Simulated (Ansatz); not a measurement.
# SiHF3 + H2O: a complex and its separated parts

The complex below is one end of an elementary step. How strongly is it bound against its free parts?

Program: Ansatz 0.2.0, Gaussian basis. Level of theory: PBE0-D4/def2-TZVP structures, single points in def2-TZVPP, no counterpoise correction. These are calculated values, not measurements.

Levels: SPW92, PBE-D4, BLYP-D4, r2SCAN-D4, B97M-V, PBE0-D4, B3LYP-D4, r2SCAN0-D4, BHLYP-D4, CAM-B3LYP-D4, wB97X-V, wB97M-V, B2PLYP, PBE-QIDH, RPA on PBE, Hartree-Fock, MP2, CCSD, CCSD(T).

Cores are frozen in the correlated methods. B3LYP uses VWN-RPA correlation. B2PLYP carries no dispersion term here.

21 further runs of the same task are left out: 21 set aside as unsound or not needed.

### Step 1. The system as given

The complex: 8 atoms, charge 0, spin multiplicity 1.

Atoms are counted from 1 here; the program's logs count them from 0.

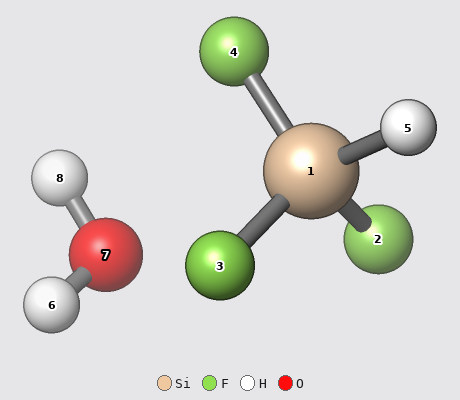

As it starts; silicon light orange, fluorine green, hydrogen white, oxygen red; atoms are numbered from 1 in the order of the file.

Geometry (Å):

```mol
F3H3OSi
  3D, bonds by distance, orders not assigned

  8  6  0  0  0  0  0  0  0  0999 V2000
   -1.1814   -0.0564    0.0031 Si  0  0
   -0.8486   -1.4187    0.7082 F   0  0
   -0.5809   -0.0199   -1.4547 F   0  0
   -0.6308    1.1597    0.8428 F   0  0
   -2.6358    0.0789   -0.0974 H   0  0
    2.0615   -0.1116   -0.7569 H   0  0
    1.7855   -0.2240    0.1560 O   0  0
    2.0305    0.5920    0.5988 H   0  0
  1  2  8  0
  1  3  8  0
  1  4  8  0
  1  5  8  0
  6  7  8  0
  7  8  8  0
M  END
```

Its parts: SiHF3 holds atoms 1, 2, 3, 4, 5; H2O holds atoms 6, 7, 8. Each part counts its atoms afresh in its own runs.

### Step 2. Relaxing SiHF3 alone

Contents of relax-a/in.yaml:

```yaml
crystal:
  periodic: [false, false, false]
  atoms:
    - {symbol: Si, position_ang: [-1.181375, -0.056426, 0.003106]}
    - {symbol: F, position_ang: [-0.848646, -1.418655, 0.708156]}
    - {symbol: F, position_ang: [-0.580863, -0.019878, -1.454670]}
    - {symbol: F, position_ang: [-0.630845, 1.159696, 0.842792]}
    - {symbol: H, position_ang: [-2.635839, 0.078852, -0.097382]}
basis:
  gaussian: {orbitals: def2-TZVP}
hamiltonian: {xc: pbe0, dispersion: d4}
relax: {f_tol: 0.005, max_steps: 200}
```

The command line of these runs was not kept.

Output (excerpt; [...] marks lines left out):

```text
Functional definition: PBE0
  name "PBE0"
  cite "Adamo & Barone, J. Chem. Phys. 110, 6158 (1999) doi:10.1063/1.478522"
  cite "Perdew, Burke & Ernzerhof, Phys. Rev. Lett. 77, 3865 (1996) doi:10.1103/PhysRevLett.77.3865"
  parent pbe
[...]
780 factors; their error is unknown
[...]
mean field -16042.90138254 eV, -589.5657515391 hartree, gradient 4.6e-5 eV, S^2 0.000000; 0 other end points of the search recorded, 0 dependent functions left out
[...]
reference -16042.90140331 eV, -589.5657523024 hartree; 21, 21 occupied and 115, 115 virtual orbitals, 780 factors
relax step   1: F+E_penalty+E_count = -16042.96014181 eV  Δ(F+E_penalty+E_count) = +0.000e0 eV  max|allowed force component| = 7.804e-1 eV/Å  Δτ_max = 0.0000 Å  (22 SCF iters, accepted)
[...]
relax step   3: F+E_penalty+E_count = -16042.99135806 eV  Δ(F+E_penalty+E_count) = -6.856e-3 eV  max|allowed force component| = 4.371e-2 eV/Å  Δτ_max = 0.0161 Å  (26 SCF iters, accepted)
[...]
relax step   4: F+E_penalty+E_count = -16042.99141658 eV  Δ(F+E_penalty+E_count) = -5.852e-5 eV  max|allowed force component| = 2.346e-3 eV/Å  Δτ_max = 0.0020 Å  (21 SCF iters, accepted)
780 factors; their error is unknown
mean field -16042.93253489 eV, -589.5668963671 hartree, gradient 1.1e-5 eV, S^2 0.000000; 1 other end points of the search recorded, 0 dependent functions left out
[...]
reference -16042.93255563 eV, -589.5668971292 hartree; 21, 21 occupied and 115, 115 virtual orbitals, 780 factors
Total energy: -16042.99143732 eV, -589.5690609912 hartree
Atom 0 at    -1.215990    -0.047721    -0.002297 Å, force    -0.002346     0.000037    -0.000080 eV/Å
Atom 1 at    -0.823350    -1.399487     0.699589 Å, force     0.000076     0.000176    -0.000062 eV/Å
Atom 2 at    -0.560416    -0.026274    -1.431918 Å, force    -0.000009    -0.000172    -0.000263 eV/Å
Atom 3 at    -0.609204     1.137013     0.835720 Å, force    -0.000006     0.000081     0.000303 eV/Å
Atom 4 at    -2.668608     0.080058    -0.099092 Å, force     0.002285    -0.000122     0.000101 eV/Å
Dipole moment:    -0.272194     0.023944    -0.018137 e Å
```

It took 4.5 s on 4 threads, shared host; peak memory 0.23 GiB.

Step by step:

```csv
step,energy from step 1 (eV),largest force component (eV/Å)
1,0.0000,0.7804
2,-0.0244,0.3461
3,-0.0312,0.0437
4,-0.0313,0.0023
```

Distances of close pairs at the start and the end, largest changes first:

```csv
bond,before (Å),after (Å),change (Å)
Si1–F4,1.577,1.573,-0.004
Si1–F3,1.577,1.573,-0.004
Si1–F2,1.570,1.573,+0.003
Si1–H5,1.464,1.461,-0.003
```

### Step 3. Relaxing H2O alone

Contents of relax-b/in.yaml:

```yaml
crystal:
  periodic: [false, false, false]
  atoms:
    - {symbol: H, position_ang: [2.061453, -0.111627, -0.756853]}
    - {symbol: O, position_ang: [1.785533, -0.224050, 0.156009]}
    - {symbol: H, position_ang: [2.030482, 0.591987, 0.598843]}
basis:
  gaussian: {orbitals: def2-TZVP}
hamiltonian: {xc: pbe0, dispersion: d4}
relax: {f_tol: 0.005, max_steps: 200}
```

Output (excerpt; [...] marks lines left out):

```text
[... 5 set-up lines as earlier in the session ...]
[...]
239 factors; their error is unknown
[...]
mean field -2078.33296210 eV, -76.3773276126 hartree, gradient 1.2e-5 eV, S^2 0.000000; 0 other end points of the search recorded, 0 dependent functions left out
[...]
reference -2078.33297611 eV, -76.3773281273 hartree; 5, 5 occupied and 38, 38 virtual orbitals, 239 factors
relax step   1: F+E_penalty+E_count = -2078.33721788 eV  Δ(F+E_penalty+E_count) = +0.000e0 eV  max|allowed force component| = 4.930e-2 eV/Å  Δτ_max = 0.0000 Å  (23 SCF iters, accepted)
[...]
relax step   3: F+E_penalty+E_count = -2078.33733169 eV  Δ(F+E_penalty+E_count) = -2.207e-5 eV  max|allowed force component| = 6.691e-3 eV/Å  Δτ_max = 0.0009 Å  (28 SCF iters, accepted)
[...]
relax step   4: F+E_penalty+E_count = -2078.33733263 eV  Δ(F+E_penalty+E_count) = -9.434e-7 eV  max|allowed force component| = 2.261e-5 eV/Å  Δτ_max = 0.0002 Å  (27 SCF iters, accepted)
239 factors; their error is unknown
mean field -2078.33307681 eV, -76.3773318281 hartree, gradient 1.2e-5 eV, S^2 0.000000; 1 other end points of the search recorded, 0 dependent functions left out
[...]
reference -2078.33309082 eV, -76.3773323427 hartree; 5, 5 occupied and 38, 38 virtual orbitals, 239 factors
Total energy: -2078.33734664 eV, -76.3774887413 hartree
Atom 0 at     2.061692    -0.110055    -0.755063 Å, force     0.000007     0.000004    -0.000020 eV/Å
Atom 1 at     1.784958    -0.225082     0.156517 Å, force    -0.000013    -0.000023     0.000012 eV/Å
Atom 2 at     2.030819     0.591447     0.596545 Å, force     0.000006     0.000018     0.000008 eV/Å
Dipole moment:     0.192695     0.343491    -0.173875 e Å
```

It took 0.85 s on 4 threads, shared host.

Step by step:

```csv
step,energy from step 1 (eV),largest force component (eV/Å)
1,0.0000,0.0493
2,-0.0001,0.0151
3,-0.0001,0.0067
4,-0.0001,0.0000
```

Close pairs (by a distance rule), those that changed most:

```csv
bond,before (Å),after (Å),change (Å)
H1–O2,0.960,0.960,-0.001
O2–H3,0.960,0.960,-0.001
```

### Step 4. wB97M-V/def2-TZVPP

Contents of parta/in.yaml:

```yaml
crystal:
  periodic: [false, false, false]
  atoms:
    - {symbol: Si, position_ang: [-1.215990, -0.047721, -0.002297]}
    - {symbol: F, position_ang: [-0.823350, -1.399487, 0.699589]}
    - {symbol: F, position_ang: [-0.560416, -0.026274, -1.431918]}
    - {symbol: F, position_ang: [-0.609204, 1.137013, 0.835720]}
    - {symbol: H, position_ang: [-2.668608, 0.080058, -0.099092]}
basis:
  gaussian: {orbitals: def2-TZVPP}
hamiltonian: {xc: {name: wB97M-V}}
```

Contents of partb/in.yaml:

```yaml
crystal:
  periodic: [false, false, false]
  atoms:
    - {symbol: H, position_ang: [2.061692, -0.110055, -0.755063]}
    - {symbol: O, position_ang: [1.784958, -0.225082, 0.156517]}
    - {symbol: H, position_ang: [2.030819, 0.591447, 0.596545]}
basis:
  gaussian: {orbitals: def2-TZVPP}
hamiltonian: {xc: {name: wB97M-V}}
```

Log of parta (excerpt; [...] marks lines left out):

```text
Functional definition: wB97M-V
  name "wB97M-V"
  cite "Mardirossian & Head-Gordon, J. Chem. Phys. 144, 214110 (2016) doi:10.1063/1.4952647"
  cite "Becke, J. Chem. Phys. 107, 8554 (1997) doi:10.1063/1.475007"
  cite "Vydrov & Van Voorhis, J. Chem. Phys. 133, 244103 (2010) doi:10.1063/1.3521275"
  # Of w^i u^j: cxij and so on, Table III.
[...]
  gx(w, u) = 1 - cx + cx01*u + cx10*w
  gss(w, u) = css00 + css04*u^4 + css10*w + css20*w^2 + css43*w^4*u^3
  gos(w, u) = cos00 + cos10*w + (cos20 + cos21*u)*w^2 + (cos60 + cos61*u)*w^6
[...]
      + integral(e_c_pw_mod_opposite_spin*gos(b97_w_opposite, b97_u_opposite)) + vv10(b, c)
818 factors; their error is unknown
154 factors; integrals over basis functions are off by at most 9.2e-6 eV
[...]
mean field -16051.74112583 eV, -589.8906061133 hartree, gradient 9.5e-6 eV, S^2 0.000000; 0 other end points of the search recorded, 0 dependent functions left out
reference -16051.74115986 eV, -589.8906073641 hartree; 21, 21 occupied and 128, 128 virtual orbitals, 818 factors
Total energy: -16051.74115986 eV, -589.8906073641 hartree
```

partb printed (excerpt; [...] marks lines left out):

```text
[... 5 set-up lines as earlier in the session ...]
  # Of w^i u^j: cxij and so on, Table III.
[...]
  gx(w, u) = 1 - cx + cx01*u + cx10*w
  gss(w, u) = css00 + css04*u^4 + css10*w + css20*w^2 + css43*w^4*u^3
  gos(w, u) = cos00 + cos10*w + (cos20 + cos21*u)*w^2 + (cos60 + cos61*u)*w^6
[...]
      + integral(e_c_pw_mod_opposite_spin*gos(b97_w_opposite, b97_u_opposite)) + vv10(b, c)
269 factors; their error is unknown
69 factors; integrals over basis functions are off by at most 2.2e-5 eV
[...]
mean field -2079.85938201 eV, -76.4334225095 hartree, gradient 2.9e-5 eV, S^2 0.000000; 0 other end points of the search recorded, 0 dependent functions left out
reference -2079.85940402 eV, -76.4334233183 hartree; 5, 5 occupied and 54, 54 virtual orbitals, 269 factors
Total energy: -2079.85940402 eV, -76.4334233183 hartree
```

Wall times: 2.8 s (parta), 0.47 s (partb) on 4 threads, shared host; peak memory 0.34 GiB.

### Step 5. CCSD(T)/def2-TZVPP

The same edit goes into each in.yaml of step 4 (parta, partb):

```diff
-hamiltonian: {xc: {name: wB97M-V}}
+correlation: {method: ccsd_t}
```

Log of parta (excerpt; [...] marks lines left out):

```text
Functional definition: HF
  name "HF"
  cite "Fock, Z. Phys. 61, 126 (1930) doi:10.1007/BF01340294"
[... 1 set-up line as earlier in the session ...]
[...]
942 factors; integrals over basis functions are off by at most 8.1e-4 eV
[...]
mean field -16005.73715362 eV, -588.1999913173 hartree, gradient 2.9e-6 eV, S^2 0.000000; 0 other end points of the search recorded, 0 dependent functions left out
8 core orbitals not correlated: weight in the atoms' cores, before any rotation towards them, 1.000 or more for the frozen orbitals, at most 0.000 for the correlated occupied ones
reference -16005.73715362 eV, -588.1999913173 hartree; 13, 13 occupied and 128, 128 virtual orbitals, 942 factors
second order -23.48626897 eV of doubles, -0.00000000 eV of singles
cycle   1  -23.15971345 eV  change    3.3e-1 eV  update   9.3e-2
[...]
cycle   9  -23.68273559 eV  change    2.0e-6 eV  update   6.1e-6
perturbative correction -0.64761949 eV, -0.0237995772 hartree
Total energy: -16030.06750869 eV, -589.0941153745 hartree
```

Log of partb (excerpt; [...] marks lines left out):

```text
[... 4 set-up lines as earlier in the session ...]
[...]
361 factors; integrals over basis functions are off by at most 7.6e-4 eV
[...]
mean field -2069.76241304 eV, -76.0623657440 hartree, gradient 3.6e-6 eV, S^2 0.000000; 0 other end points of the search recorded, 0 dependent functions left out
1 core orbitals not correlated: weight in the atoms' cores, before any rotation towards them, 1.000 or more for the frozen orbitals, at most 0.000 for the correlated occupied ones
reference -2069.76241304 eV, -76.0623657440 hartree; 4, 4 occupied and 54, 54 virtual orbitals, 361 factors
second order -7.10556334 eV of doubles, -0.00000000 eV of singles
cycle   1  -7.11162551 eV  change   -6.1e-3 eV  update   4.1e-2
[...]
cycle   8  -7.26608085 eV  change    3.4e-6 eV  update   7.2e-6
perturbative correction -0.20740291 eV, -0.0076219164 hartree
Total energy: -2077.23589680 eV, -76.3370112065 hartree
```

Times: 14 s (parta), 0.3 s (partb) on 4 threads, shared host; peak memory 1 GiB.

### Step 6. Vibrations of SiHF3

Contents of vib-parta/in.yaml:

```yaml
crystal:
  periodic: [false, false, false]
  atoms:
    - {symbol: Si, position_ang: [-1.215990, -0.047721, -0.002297]}
    - {symbol: F, position_ang: [-0.823350, -1.399487, 0.699589]}
    - {symbol: F, position_ang: [-0.560416, -0.026274, -1.431918]}
    - {symbol: F, position_ang: [-0.609204, 1.137013, 0.835720]}
    - {symbol: H, position_ang: [-2.668608, 0.080058, -0.099092]}
basis:
  gaussian: {orbitals: def2-TZVP}
hamiltonian: {xc: pbe0, dispersion: d4}
phonons: {temperatures: {t_min: 298.15, t_max: 900, t_step: 200}}
```

Output (excerpt; [...] marks lines left out):

```text
[... 5 set-up lines as earlier in the session ...]
[...]
780 factors; their error is unknown
[...]
mean field -16042.93253487 eV, -589.5668963663 hartree, gradient 6.7e-5 eV, S^2 0.000000; 0 other end points of the search recorded, 0 dependent functions left out
[...]
reference -16042.93255561 eV, -589.5668971285 hartree; 21, 21 occupied and 115, 115 virtual orbitals, 780 factors
[... from here to the last solve, the lines of the solves are left out (29 solves) ...]
780 factors; their error is unknown
mean field -16042.93252672 eV, -589.5668960669 hartree, gradient 2.3e-6 eV, S^2 0.000000; 0 other end points of the search recorded, 0 dependent functions left out
[...]
reference -16042.93254746 eV, -589.5668968291 hartree; 21, 21 occupied and 115, 115 virtual orbitals, 780 factors
Total energy: -16042.99143730 eV, -589.5690609906 hartree
Atom 0 at    -1.215990    -0.047721    -0.002297 Å, force    -0.002355     0.000039    -0.000057 eV/Å
Atom 1 at    -0.823350    -1.399487     0.699589 Å, force     0.000074     0.000171    -0.000059 eV/Å
Atom 2 at    -0.560416    -0.026274    -1.431918 Å, force    -0.000003    -0.000170    -0.000286 eV/Å
Atom 3 at    -0.609204     1.137013     0.835720 Å, force    -0.000008     0.000083     0.000303 eV/Å
Atom 4 at    -2.668608     0.080058    -0.099092 Å, force     0.002292    -0.000123     0.000100 eV/Å
Dipole moment:    -0.272195     0.023944    -0.018138 e Å
Vibrations: 298.91 298.94 416.41 834.72 834.75 854.93 1001.84 1001.86 2361.12 cm⁻¹, zero-point energy 0.489954 eV
```

Wall time 22 s (4 threads, shared host); peak memory 0.22 GiB.

The modes, with what each moves most:

```csv
mode,wavenumber (cm⁻¹),character
1,299,bend
2,299,bend
3,416,bend
4,835,bend
5,835,bend
6,855,Si–F stretch
7,1002,Si–F stretch
8,1002,Si–F stretch
9,2361,Si–H stretch
```

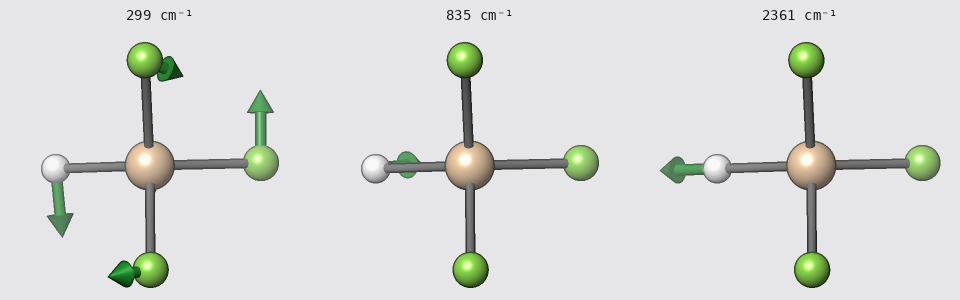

How the atoms move in 3 of the modes.

Vibrational sums (real modes only):

```csv
T (K),entropy (J/mol/K),heat capacity (J/mol/K)
298,18.7,30.5
498,38.8,47.7
698,56.5,56.8
898,71.5,62.1
```

### Step 7. Vibrations of H2O

Contents of vib-partb/in.yaml:

```yaml
crystal:
  periodic: [false, false, false]
  atoms:
    - {symbol: H, position_ang: [2.061692, -0.110055, -0.755063]}
    - {symbol: O, position_ang: [1.784958, -0.225082, 0.156517]}
    - {symbol: H, position_ang: [2.030819, 0.591447, 0.596545]}
basis:
  gaussian: {orbitals: def2-TZVP}
hamiltonian: {xc: pbe0, dispersion: d4}
phonons: {temperatures: {t_min: 298.15, t_max: 900, t_step: 200}}
```

Output (excerpt; [...] marks lines left out):

```text
[... 5 set-up lines as earlier in the session ...]
[...]
239 factors; their error is unknown
[...]
mean field -2078.33307681 eV, -76.3773318281 hartree, gradient 1.2e-5 eV, S^2 0.000000; 0 other end points of the search recorded, 0 dependent functions left out
[...]
reference -2078.33309082 eV, -76.3773323427 hartree; 5, 5 occupied and 38, 38 virtual orbitals, 239 factors
[...]
239 factors; their error is unknown
[...]
mean field -2078.33305519 eV, -76.3773310334 hartree, gradient 1.2e-6 eV, S^2 0.000000; 0 other end points of the search recorded, 0 dependent functions left out
[...]
reference -2078.33306921 eV, -76.3773315485 hartree; 5, 5 occupied and 38, 38 virtual orbitals, 239 factors
[...]
mean field -2078.33296305 eV, -76.3773276474 hartree, gradient 1.2e-6 eV, S^2 0.000000; 0 other end points of the search recorded, 0 dependent functions left out
[...]
reference -2078.33297703 eV, -76.3773281611 hartree; 5, 5 occupied and 38, 38 virtual orbitals, 239 factors
[...]
239 factors; their error is unknown
mean field -2078.33295710 eV, -76.3773274288 hartree, gradient 1.2e-6 eV, S^2 0.000000; 0 other end points of the search recorded, 0 dependent functions left out
[...]
reference -2078.33297113 eV, -76.3773279444 hartree; 5, 5 occupied and 38, 38 virtual orbitals, 239 factors
Total energy: -2078.33734664 eV, -76.3774887413 hartree
Atom 0 at     2.061692    -0.110055    -0.755063 Å, force     0.000007     0.000004    -0.000020 eV/Å
Atom 1 at     1.784958    -0.225082     0.156517 Å, force    -0.000013    -0.000024     0.000012 eV/Å
Atom 2 at     2.030819     0.591447     0.596545 Å, force     0.000006     0.000019     0.000008 eV/Å
Dipole moment:     0.192695     0.343491    -0.173875 e Å
Vibrations: 1622.89 3851.63 3959.36 cm⁻¹, zero-point energy 0.584826 eV
```

Run time: 0.71 s. Hardware: 4 threads, shared host.

The modes, with what each moves most:

```csv
mode,wavenumber (cm⁻¹),character
1,1623,bend
2,3852,O–H stretch
3,3959,O–H stretch
```

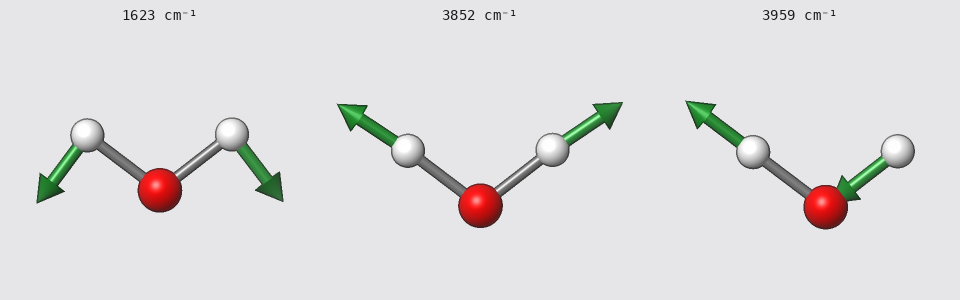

How the atoms move in 3 of the modes.

Vibrational sums (real modes only):

```csv
T (K),entropy (J/mol/K),heat capacity (J/mol/K)
298,0.0,0.2
498,0.4,1.7
698,1.4,3.9
898,2.6,6.1
```

### Step 8. Complex less separated parts

The complex's own energies come from single points at the same levels. Levels not printed above were run the same way.

Rows are in def2-TZVPP; times add the 3 runs of a level on a shared host, so small differences are noise.

Differences are taken before rounding.

```csv
method,rung,complex less parts (kJ/mol),from CCSD(T) (kJ/mol),time
SPW92,LDA,-24.6,-12.3,1.3 s
PBE-D4,GGA,-15.6,-3.3,2.1 s
BLYP-D4,GGA,-15.2,-2.9,2.1 s
r2SCAN-D4,meta-GGA,-17.0,-4.8,4.9 s
B97M-V,meta-GGA,-16.9,-4.6,8.6 s
PBE0-D4,hybrid,-14.4,-2.2,2.8 s
B3LYP-D4,hybrid,-15.0,-2.8,3 s
r2SCAN0-D4,hybrid,-16.1,-3.8,5.6 s
BHLYP-D4,hybrid,-15.9,-3.6,3 s
CAM-B3LYP-D4,range-separated hybrid,-16.2,-4.0,3.3 s
wB97X-V,range-separated hybrid,-15.3,-3.1,7.4 s
wB97M-V,range-separated hybrid,-16.4,-4.2,8.7 s
B2PLYP,double hybrid,-10.1,+2.2,5 s
PBE-QIDH,double hybrid,-11.3,+1.0,5 s
RPA on PBE,RPA,-10.3,+2.0,5 s
Hartree-Fock,wavefunction,-3.8,+8.5,
MP2,wavefunction,-11.7,+0.5,
CCSD,wavefunction,-10.9,+1.3,
CCSD(T),wavefunction,-12.2,0,1.8 min
```

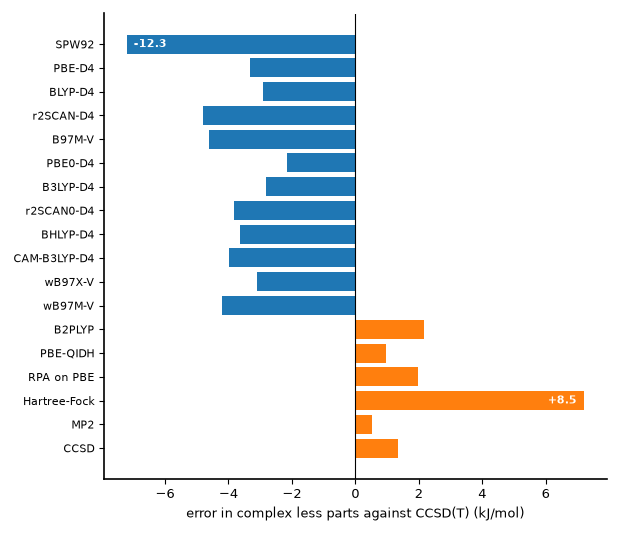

Error of each method against CCSD(T). Bars with a number in them are cut short.

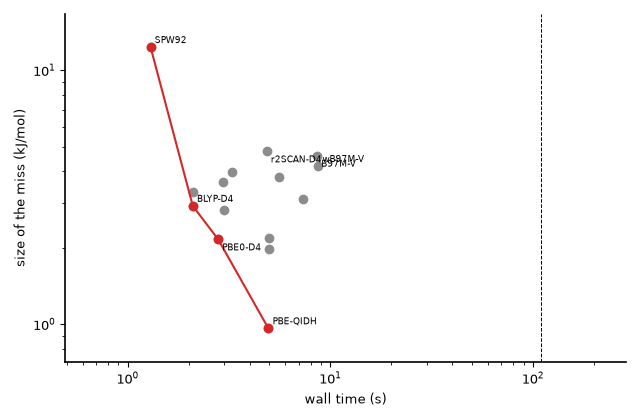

Miss against cost. Red marks the levels that no quicker level drawn beats (of those quicker than the yardstick), and the dashed line is the time of CCSD(T). Only those levels and the largest misses are named. Times are from a shared host.

PBE-QIDH reaches 1.0 kJ/mol from the reference in 5 s, where CCSD(T) took 1.8 min; the quickest level in the cost chart, SPW92, takes 1.3 s and misses by 12.3 kJ/mol.

The complex's zero-point energy, from a separate PBE0-D4 run, is 1.126 eV.

### Step 9. What came out

| quantity | value |
| --- | --- |
| complex less parts, CCSD(T)/def2-TZVPP | -12.2 kJ/mol |
| with zero-point energy | -7.3 kJ/mol |
| largest T1 diagnostic | 0.012 |

What this shows: At CCSD(T) the complex lies 12.2 kJ/mol below its parts. The functionals run from PBE-QIDH, off by +1.0 kJ/mol, to SPW92, off by -12.3 kJ/mol, against CCSD(T). By rung, the mean size of the error is: LDA 12.3, GGA 3.1, meta-GGA 4.7, hybrid 3.1, range-separated hybrid 3.8, double hybrid 1.6 kJ/mol. PBE-D4 gives a relative energy 3.3 kJ/mol too low, an error of 27 % of the reference. No counterpoise was applied, and triple zeta lacks some correlation, so the CCSD(T) reference has a basis error of its own, and close matches with it are partly luck.
